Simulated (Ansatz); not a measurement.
# BSiH (singlet): correlated methods under varied settings at distance Si1–H3 = 1.887 Å

What do other methods and options give for BSiH (singlet) at this geometry, and how long do they take?

Computed with Ansatz 0.2.0, Gaussian basis. Level: the settings change from run to run.

29 further runs of the same task are left out: 12 for a known fault of the program, 13 that didn't finish, 4 set aside as unsound or not needed.

### 1 The system

The geometry derives from a PBE0/def2-TZVP stationary point (not a proven minimum). One bond is set to the value named and the two fragments are kept rigid.

3 atoms, charge 0, spin multiplicity 1.

Atoms are counted from 1 here; the program's logs count them from 0.

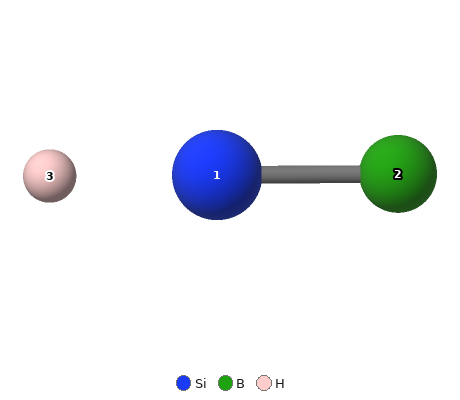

The structure; silicon blue, boron green, hydrogen pink; atoms are numbered from 1 in the order of the file.

### 2 CISDT/6-31G

in.yaml reads:

```yaml
crystal:
  periodic: [false, false, false]
  atoms:
    - {symbol: Si, position_ang: [0.000000, 0.000000, 0.050519]}
    - {symbol: B, position_ang: [0.000000, 0.000000, -1.988037]}
    - {symbol: H, position_ang: [0.000000, 0.000000, 1.937519]}
basis:
  gaussian: {orbitals: 6-31G}
correlation: {active_space: {ras: {orbitals: [4, 0, 14], electrons: 8, max_holes: 3, max_particles: 3}, fixed_orbitals: true}}
scf: {lower_state_search: full}
```

Command:

```sh
$ ansatz run in.yaml --threads 1 --pin off --events-out ev --progress --plain --max-ram 2393MiB
```

Output:

```text
Functional definition: HF
  name "HF"
  cite "Fock, Z. Phys. 61, 126 (1930) doi:10.1007/BF01340294"
  parent pbe
  exchange = exact_x
  correlation = 0
298 factors; integrals over basis functions are off by at most 1.6e-4 eV
mean field evaluation 1: about -8540.1214 eV, gradient 8.3e0 eV
mean field evaluation 2: about -8540.1226 eV, gradient 8.4e0 eV
mean field evaluation 4: about -8540.6919 eV, gradient 1.4e0 eV
mean field evaluation 8: about -8540.7361 eV, gradient 8.6e-2 eV
mean field evaluation 16: about -8536.8345 eV, gradient 7.2e-2 eV
mean field evaluation 32: about -8537.1091 eV, gradient 2.3e0 eV
mean field -8540.73629065 eV, -313.8662695623 hartree, gradient 1.5e-6 eV, S^2 0.000000; 5 other end points of the search recorded, 0 dependent functions left out
reference -8540.73629065 eV, -313.8662695623 hartree; 10, 10 occupied and 14, 14 virtual orbitals, 298 factors
state -8544.50846676 eV, -314.0048944774 hartree
Total energy: -8544.50846676 eV, -314.0048944774 hartree
```

Wall time 0.75 s (1 thread of Arm Neoverse V2, shared host).

From the report: 16,088 determinants.

### 3 MP2 on UHF/6-31G

in.yaml reads:

```yaml
crystal:
  periodic: [false, false, false]
  atoms:
    - {symbol: Si, position_ang: [0.000000, 0.000000, 0.050519]}
    - {symbol: B, position_ang: [0.000000, 0.000000, -1.988037]}
    - {symbol: H, position_ang: [0.000000, 0.000000, 1.937519]}
basis:
  gaussian: {orbitals: 6-31G}
magnetization: {spin_polarized: true, initial_magnetization: 0}
correlation: {method: mp2, electrons: valence}
```

The command is unchanged.

Output (excerpt; [...] marks lines left out):

```text
Functional definition: HF
  name "HF"
  cite "Fock, Z. Phys. 61, 126 (1930) doi:10.1007/BF01340294"
  parent pbe
[...]
298 factors; integrals over basis functions are off by at most 1.6e-4 eV
[...]
mean field -8541.75372069 eV, -313.9036594267 hartree, gradient 8.7e-6 eV, S^2 1.998762; 18 other end points of the search recorded, 0 dependent functions left out
6 core orbitals not correlated: weight in the atoms' cores, before any rotation towards them, 1.000 or more for the frozen orbitals, at most 0.000 for the correlated occupied ones
reference -8541.75372069 eV, -313.9036594267 hartree; 4, 4 occupied and 14, 14 virtual orbitals, 298 factors
second order -1.43784443 eV of doubles, -0.00000000 eV of singles
Total energy: -8543.19156512 eV, -313.9564992348 hartree
```

It took 0.6 s on 1 thread of Arm Neoverse V2, shared host.

From the report: ⟨S²⟩ of the determinant 1.999 (pure singlet: 0.00). The determinant is far from a pure spin state, so its energy mixes those of several spin states (harmless only where they are near-degenerate, as at dissociation).

### 4 CASCI(6,7)/6-31G

in.yaml, as its differences from that of step 3:

```diff
@@ -8,3 +8,3 @@
   gaussian: {orbitals: 6-31G}
-magnetization: {spin_polarized: true, initial_magnetization: 0}
-correlation: {method: mp2, electrons: valence}
+correlation: {active_space: {window: {electrons: 6, orbitals: 7}, fixed_orbitals: true}}
+accuracy: high
```

Same command.

Output:

```text
Functional definition: HF
  name "HF"
  cite "Fock, Z. Phys. 61, 126 (1930) doi:10.1007/BF01340294"
  parent pbe
  exchange = exact_x
  correlation = 0
508 factors; integrals over basis functions are off by at most 3.7e-9 eV
mean field evaluation 1: about -8540.1212 eV, gradient 8.3e0 eV
mean field evaluation 2: about -8540.1226 eV, gradient 8.4e0 eV
mean field evaluation 4: about -8540.6920 eV, gradient 1.4e0 eV
mean field evaluation 8: about -8540.7362 eV, gradient 8.6e-2 eV
mean field evaluation 16: about -8536.1644 eV, gradient 1.1e1 eV
mean field evaluation 32: about -8540.7363 eV, gradient 3.5e-6 eV
mean field -8540.73630794 eV, -313.8662701977 hartree, gradient 2.2e-8 eV, S^2 0.000000; 5 other end points of the search recorded, 0 dependent functions left out
reference -8540.73630794 eV, -313.8662701977 hartree; 10, 10 occupied and 14, 14 virtual orbitals, 508 factors
state -8542.50042729 eV, -313.9311003881 hartree
Total energy: -8542.50042729 eV, -313.9311003881 hartree
```

Run time: 0.24 s. Hardware: 1 thread of Arm Neoverse V2, shared host.

From the report: 321 determinants; active occupations 1.97, 1.86, 1.48, 0.44, 0.12, 0.09, 0.04.

### 5 MRCISD+Q(2,4)/6-31G

in.yaml, as its differences from that of step 4:

```diff
@@ -8,3 +8,2 @@
   gaussian: {orbitals: 6-31G}
-correlation: {active_space: {window: {electrons: 6, orbitals: 7}, fixed_orbitals: true}}
-accuracy: high
+correlation: {method: fic_mrcisd_q, electrons: all, active_space: {window: {electrons: 2, orbitals: 4}}}
```

Same command.

Output:

```text
Functional definition: HF
  name "HF"
  cite "Fock, Z. Phys. 61, 126 (1930) doi:10.1007/BF01340294"
  parent pbe
  exchange = exact_x
  correlation = 0
298 factors; integrals over basis functions are off by at most 1.6e-4 eV
mean field evaluation 1: about -8540.1214 eV, gradient 8.3e0 eV
mean field evaluation 2: about -8540.1226 eV, gradient 8.4e0 eV
mean field evaluation 4: about -8540.6919 eV, gradient 1.4e0 eV
mean field evaluation 8: about -8540.7361 eV, gradient 8.6e-2 eV
mean field evaluation 16: about -8536.8345 eV, gradient 7.2e-2 eV
mean field evaluation 32: about -8537.1091 eV, gradient 2.3e0 eV
mean field -8540.73629065 eV, -313.8662695623 hartree, gradient 1.5e-6 eV, S^2 0.000000; 5 other end points of the search recorded, 0 dependent functions left out; unrestricted orbitals would lower it
reference -8540.73629065 eV, -313.8662695623 hartree; 10, 10 occupied and 14, 14 virtual orbitals, 298 factors
state -8541.73659470 eV, -313.9030300582 hartree
contracted CI cycle   1: correlation 0.00000000 eV, 0.0000000000 hartree, residual 1.06e1 eV
contracted CI cycle   2: correlation -2.29203144 eV, -0.0842306020 hartree, residual 3.41e0 eV
contracted CI cycle   3: correlation -2.64190882 eV, -0.0970883583 hartree, residual 1.75e0 eV
contracted CI cycle   4: correlation -2.73428776 eV, -0.1004832217 hartree, residual 8.12e-1 eV
contracted CI cycle   5: correlation -2.75076768 eV, -0.1010888478 hartree, residual 3.34e-1 eV
contracted CI cycle   6: correlation -2.75443643 eV, -0.1012236719 hartree, residual 1.60e-1 eV
contracted CI cycle   7: correlation -2.75525197 eV, -0.1012536424 hartree, residual 7.87e-2 eV
contracted CI cycle   8: correlation -2.75545388 eV, -0.1012610625 hartree, residual 4.27e-2 eV
contracted CI cycle   9: correlation -2.75554165 eV, -0.1012642879 hartree, residual 3.44e-2 eV
contracted CI cycle  10: correlation -2.75559663 eV, -0.1012663084 hartree, residual 2.79e-2 eV
contracted CI cycle  11: correlation -2.75562392 eV, -0.1012673113 hartree, residual 1.59e-2 eV
contracted CI cycle  12: correlation -2.75563169 eV, -0.1012675967 hartree, residual 7.78e-3 eV
contracted CI cycle  13: correlation -2.75563350 eV, -0.1012676633 hartree, residual 3.57e-3 eV
contracted CI cycle  14: correlation -2.75563390 eV, -0.1012676780 hartree, residual 1.84e-3 eV
contracted CI cycle  15: correlation -2.75563398 eV, -0.1012676811 hartree, residual 7.38e-4 eV
state -8541.73659470 eV, -313.9030300582 hartree; corrected -8544.86335269 eV, -314.0179362949 hartree
state -8541.39961708 eV, -313.8906463590 hartree
contracted CI cycle   1: correlation 0.00000000 eV, 0.0000000000 hartree, residual 1.11e1 eV
contracted CI cycle   2: correlation -2.84716623 eV, -0.1046314291 hartree, residual 2.91e0 eV
contracted CI cycle   3: correlation -3.12058919 eV, -0.1146795377 hartree, residual 1.18e0 eV
contracted CI cycle   4: correlation -3.16503385 eV, -0.1163128486 hartree, residual 4.98e-1 eV
contracted CI cycle   5: correlation -3.17314855 eV, -0.1166110582 hartree, residual 2.31e-1 eV
contracted CI cycle   6: correlation -3.17461130 eV, -0.1166648134 hartree, residual 8.99e-2 eV
contracted CI cycle   7: correlation -3.17485688 eV, -0.1166738383 hartree, residual 4.17e-2 eV
contracted CI cycle   8: correlation -3.17491364 eV, -0.1166759242 hartree, residual 2.18e-2 eV
contracted CI cycle   9: correlation -3.17493161 eV, -0.1166765845 hartree, residual 1.33e-2 eV
contracted CI cycle  10: correlation -3.17493782 eV, -0.1166768128 hartree, residual 7.78e-3 eV
contracted CI cycle  11: correlation -3.17493953 eV, -0.1166768756 hartree, residual 3.31e-3 eV
contracted CI cycle  12: correlation -3.17493977 eV, -0.1166768843 hartree, residual 1.06e-3 eV
state -8541.39961708 eV, -313.8906463590 hartree; corrected -8545.05949791 eV, -314.0251444990 hartree
state -8541.39961708 eV, -313.8906463590 hartree; corrected -8545.05949791 eV, -314.0251444990 hartree
the orbitals are reached from a further start. From the first start the search ends at -8541.73559997 eV, -313.9029935025 hartree
WARN: the results are in doubt because another end's mean lies 0.337 eV lower, and its corrected mean 0.196 eV higher
Total energy: -8545.05949791 eV, -314.0251444990 hartree
In doubt: another end's mean lies 0.337 eV lower, and its corrected mean 0.196 eV higher
```

It took 1.4 s on 1 thread of Arm Neoverse V2, shared host.

From the report: 16 determinants; active occupations 1.59, 0.33, 0.07, 0.00. The program marks this result as in doubt; its last lines say why.

### 6 CCSDT on RHF/6-31G

in.yaml, as its differences from that of step 5:

```diff
@@ -8,2 +8,4 @@
   gaussian: {orbitals: 6-31G}
-correlation: {method: fic_mrcisd_q, electrons: all, active_space: {window: {electrons: 2, orbitals: 4}}}
+magnetization: {spin_polarized: false}
+correlation: {method: ccsdt, electrons: valence}
+output: {forces: true}
```

The command is unchanged.

Output (excerpt; [...] marks lines left out):

```text
Functional definition: HF
  name "HF"
  cite "Fock, Z. Phys. 61, 126 (1930) doi:10.1007/BF01340294"
  parent pbe
[...]
497 factors; integrals over basis functions are off by at most 1.6e-7 eV
[...]
mean field -8540.73630793 eV, -313.8662701975 hartree, gradient 1.5e-6 eV, S^2 0.000000; 5 other end points of the search recorded, 0 dependent functions left out; unrestricted orbitals would lower it
determinant -8540.73630793 eV, -313.8662701975 hartree, with singles and doubles -8544.53638479 eV, -314.0059204462 hartree
determinant -8536.83206612 eV, -313.7227919573 hartree, with singles and doubles -8542.71799447 eV, -313.9390958346 hartree
6 core orbitals not correlated: weight in the atoms' cores, before any rotation towards them, 1.000 or more for the frozen orbitals, at most 0.000 for the correlated occupied ones
reference -8540.73630793 eV, -313.8662701975 hartree; 4, 4 occupied and 14, 14 virtual orbitals, 497 factors
second order -2.68706752 eV of doubles, -0.00000000 eV of singles
cycle   1  -3.21577419 eV  change   -5.3e-1 eV  update   1.3e-1
[...]
cycle  36  -4.08866349 eV  change   -3.5e-7 eV  update   1.2e-7
[...]
Total energy: -8544.82497142 eV, -314.0165258093 hartree
Atom 0 at     0.000000     0.000000     0.050519 Å, force    -0.000000     0.000000     2.655793 eV/Å
Atom 1 at     0.000000     0.000000    -1.988037 Å, force     0.000000    -0.000000    -1.060762 eV/Å
Atom 2 at     0.000000     0.000000     1.937519 Å, force     0.000000     0.000000    -1.595031 eV/Å
Dipole moment:     0.000000    -0.000000     0.107137 e Å
```

It took 1.6 s on 1 thread of Arm Neoverse V2, shared host.

From the report: correlation -4.0887 eV; T1 0.053; largest double amplitude 0.46.

### 7 CASSCF(4,7)/6-31G

in.yaml, as its differences from that of step 6:

```diff
@@ -8,4 +8,2 @@
   gaussian: {orbitals: 6-31G}
-magnetization: {spin_polarized: false}
-correlation: {method: ccsdt, electrons: valence}
-output: {forces: true}
+correlation: {active_space: {window: {electrons: 4, orbitals: 7}}}
```

Launched as before.

Output:

```text
Functional definition: HF
  name "HF"
  cite "Fock, Z. Phys. 61, 126 (1930) doi:10.1007/BF01340294"
  parent pbe
  exchange = exact_x
  correlation = 0
298 factors; integrals over basis functions are off by at most 1.6e-4 eV
mean field evaluation 1: about -8540.1214 eV, gradient 8.3e0 eV
mean field evaluation 2: about -8540.1226 eV, gradient 8.4e0 eV
mean field evaluation 4: about -8540.6919 eV, gradient 1.4e0 eV
mean field evaluation 8: about -8540.7361 eV, gradient 8.6e-2 eV
mean field evaluation 16: about -8536.8345 eV, gradient 7.2e-2 eV
mean field evaluation 32: about -8537.1091 eV, gradient 2.3e0 eV
mean field -8540.73629065 eV, -313.8662695623 hartree, gradient 1.5e-6 eV, S^2 0.000000; 5 other end points of the search recorded, 0 dependent functions left out
reference -8540.73629065 eV, -313.8662695623 hartree; 10, 10 occupied and 14, 14 virtual orbitals, 298 factors
state -8542.73246638 eV, -313.9396276675 hartree
Total energy: -8542.73246638 eV, -313.9396276675 hartree
```

It took 0.84 s on 1 thread of Arm Neoverse V2, shared host.

From the report: 441 determinants; active occupations 1.85, 0.96, 0.96, 0.08, 0.08, 0.08, 0.00.

### 8 MRCISD+Q(relaxed)(2,5)/6-31G

in.yaml, as its differences from that of step 7:

```diff
@@ -7,3 +7,4 @@
 basis:
-  gaussian: {orbitals: 6-31G}
-correlation: {active_space: {window: {electrons: 4, orbitals: 7}}}
+  gaussian: {orbitals: 6-31G, point_charges: [{charge: -1.00, position_ang: [2.669, 0.388, -0.368]}]}
+correlation: {method: fic_mrcisd_q_relaxed, electrons: outside_noble_gas, active_space: {window: {electrons: 2, orbitals: 5}}}
+scf: {lower_state_search: light}
```

Same command.

Output (excerpt; [...] marks lines left out):

```text
Functional definition: HF
  name "HF"
  cite "Fock, Z. Phys. 61, 126 (1930) doi:10.1007/BF01340294"
  parent pbe
[...]
298 factors; integrals over basis functions are off by at most 1.6e-4 eV
[...]
mean field -8542.21536508 eV, -313.9206245451 hartree, gradient 3.2e-6 eV, S^2 0.000000; 2 other end points of the search recorded, 0 dependent functions left out; unrestricted orbitals would lower it
reference -8542.21536508 eV, -313.9206245451 hartree; 10, 10 occupied and 14, 14 virtual orbitals, 298 factors
state -8543.18073967 eV, -313.9561014070 hartree
contracted CI cycle   1: correlation 0.00000000 eV, 0.0000000000 hartree, residual 8.81e0 eV
contracted CI cycle   2: correlation -2.23387133 eV, -0.0820932572 hartree, residual 2.95e0 eV
contracted CI cycle   3: correlation -2.55686437 eV, -0.0939630325 hartree, residual 1.49e0 eV
[...]
contracted CI cycle   7: correlation -2.65982925 eV, -0.0977469220 hartree, residual 9.60e-2 eV
contracted CI cycle   8: correlation -2.66017555 eV, -0.0977596483 hartree, residual 4.54e-2 eV
contracted CI cycle   9: correlation -2.66026173 eV, -0.0977628155 hartree, residual 2.57e-2 eV
contracted CI cycle  10: correlation -2.66028844 eV, -0.0977637969 hartree, residual 1.36e-2 eV
contracted CI cycle  11: correlation -2.66029657 eV, -0.0977640958 hartree, residual 7.71e-3 eV
contracted CI cycle  12: correlation -2.66029905 eV, -0.0977641869 hartree, residual 4.33e-3 eV
contracted CI cycle  13: correlation -2.66029982 eV, -0.0977642153 hartree, residual 2.46e-3 eV
contracted CI cycle  14: correlation -2.66030008 eV, -0.0977642249 hartree, residual 1.51e-3 eV
contracted CI cycle  15: correlation -2.66030017 eV, -0.0977642281 hartree, residual 8.43e-4 eV
state -8543.18073967 eV, -313.9561014070 hartree; corrected -8546.22418614 eV, -314.0679460020 hartree
Total energy: -8546.22418614 eV, -314.0679460020 hartree
```

Wall time 0.57 s (1 thread of Arm Neoverse V2, shared host).

From the report: 25 determinants; active occupations 1.88, 0.07, 0.03, 0.02, 0.00.

### 9 CASSCF(4,4)/6-31G*

in.yaml reads:

```yaml
crystal:
  periodic: [false, false, false]
  atoms:
    - {symbol: Si, position_ang: [0.000000, 0.000000, 0.050519]}
    - {symbol: B, position_ang: [0.000000, 0.000000, -1.988037]}
    - {symbol: H, position_ang: [0.000000, 0.000000, 1.937519]}
basis:
  gaussian: {orbitals: "6-31G*"}
hamiltonian: {pseudopotentials: {relativity: none}}
correlation: {active_space: {window: {electrons: 4, orbitals: 4}, states: [{multiplicity: 1, weights: [1, 1]}]}}
accuracy: high
output: {forces: true}
```

Launched as before.

Output (excerpt; [...] marks lines left out):

```text
Functional definition: HF
  name "HF"
  cite "Fock, Z. Phys. 61, 126 (1930) doi:10.1007/BF01340294"
  parent pbe
[...]
651 factors; integrals over basis functions are off by at most 3.3e-9 eV
[...]
mean field -8541.18945073 eV, -313.8829228882 hartree, gradient 4.0e-8 eV, S^2 0.000000; 5 other end points of the search recorded, 0 dependent functions left out
reference -8541.18945073 eV, -313.8829228882 hartree; 10, 10 occupied and 26, 26 virtual orbitals, 651 factors
state -8542.29946841 eV, -313.9237152854 hartree
state -8542.29946841 eV, -313.9237152854 hartree
[...]
Total energy: -8542.29946841 eV, -313.9237152854 hartree
Atom 0 at     0.000000     0.000000     0.050519 Å, force     0.000000    -0.000000     2.202322 eV/Å
Atom 1 at     0.000000     0.000000    -1.988037 Å, force    -0.000000     0.000000    -0.015537 eV/Å
Atom 2 at     0.000000     0.000000     1.937519 Å, force    -0.000000     0.000000    -2.186785 eV/Å
Dipole moment:    -0.000000    -0.000000     0.204457 e Å
```

Run time: 0.96 s. Hardware: 1 thread of Arm Neoverse V2, shared host.

From the report: 36 determinants; active occupations (of the averaged states) 1.90, 1.00, 1.00, 0.10.

### 10 MP2 on UHF/def2-SVPD

in.yaml reads:

```yaml
crystal:
  periodic: [false, false, false]
  atoms:
    - {symbol: Si, position_ang: [0.000000, 0.000000, 0.050519]}
    - {symbol: B, position_ang: [0.000000, 0.000000, -1.988037]}
    - {symbol: H, position_ang: [0.000000, 0.000000, 1.937519]}
basis:
  gaussian: {orbitals: def2-SVPD}
magnetization: {spin_polarized: true, initial_magnetization: 0}
correlation: {method: mp2, electrons: outside_noble_gas}
scf: {lower_state_search: full}
```

Same command.

Output (excerpt; [...] marks lines left out):

```text
Functional definition: HF
  name "HF"
  cite "Fock, Z. Phys. 61, 126 (1930) doi:10.1007/BF01340294"
  parent pbe
[...]
508 factors; integrals over basis functions are off by at most 1.3e-3 eV
[...]
mean field -8539.76314993 eV, -313.8305073006 hartree, gradient 1.7e-8 eV, S^2 1.561292; 29 other end points of the search recorded, 0 dependent functions left out
6 core orbitals not correlated: weight in the atoms' cores, before any rotation towards them, 1.000 or more for the frozen orbitals, at most 0.000 for the correlated occupied ones
reference -8539.76314993 eV, -313.8305073006 hartree; 4, 4 occupied and 42, 42 virtual orbitals, 508 factors
second order -3.48006906 eV of doubles, -0.00000000 eV of singles
Total energy: -8543.24321899 eV, -313.9583974797 hartree
```

Wall time 5.5 s (1 thread of Arm Neoverse V2, shared host).

From the report: ⟨S²⟩ of the determinant 1.561 (pure singlet: 0.00). The determinant is far from a pure spin state, so its energy mixes those of several spin states (harmless only where they are near-degenerate, as at dissociation).

### 11 The runs in one table

Where basis and cores are those of an earlier FCI/6-31G run (-8544.9078 eV), and the state is the same kind, the miss against it is given. † marks a result that the program doubts.

| level | correlated | functions | energy (eV) | from FCI (meV) | time |
| --- | --- | --- | --- | --- | --- |
| CISDT/6-31G | outside noble gas | 24 | -8544.5085 | 399.3 | 0.75 s |
| MP2 on UHF/6-31G | valence | 24 | -8543.1916 | 1716.2 | 0.6 s |
| CASCI(6,7)/6-31G |  | 24 | -8542.5004 | 2407.4 | 0.24 s |
| MRCISD+Q(2,4)/6-31G † | all | 24 | -8545.0595 |  | 1.4 s |
| CCSDT on RHF/6-31G | valence | 24 | -8544.8250 | 82.8 | 1.6 s |
| CASSCF(4,7)/6-31G |  | 24 | -8542.7325 | 2175.3 | 0.84 s |
| MRCISD+Q(relaxed)(2,5)/6-31G (beside a point charge) | outside noble gas | 24 | -8546.2242 |  | 0.57 s |
| CASSCF(4,4)/6-31G* (mean of several states) |  | 36 | -8542.2995 |  | 0.96 s |
| MP2 on UHF/def2-SVPD | outside noble gas | 52 | -8543.2432 |  | 5.5 s |

### 12 Outcome

| quantity | value |
| --- | --- |
| runs | 9 |
| quickest | CASCI(6,7)/6-31G, 0.24 s |
| slowest | MP2 on UHF/def2-SVPD, 5.5 s |

Total energies in different bases, with other cores or another treatment of relativity can't be set against each other. MP2 on UHF/def2-SVPD took 23 times as long as CASCI(6,7)/6-31G; the jobs differ in more than the method. Among the correlated runs with a miss given, it spans +83 to +1716 meV. Hartree-Fock, CASSCF and CASCI lack dynamic correlation by design.
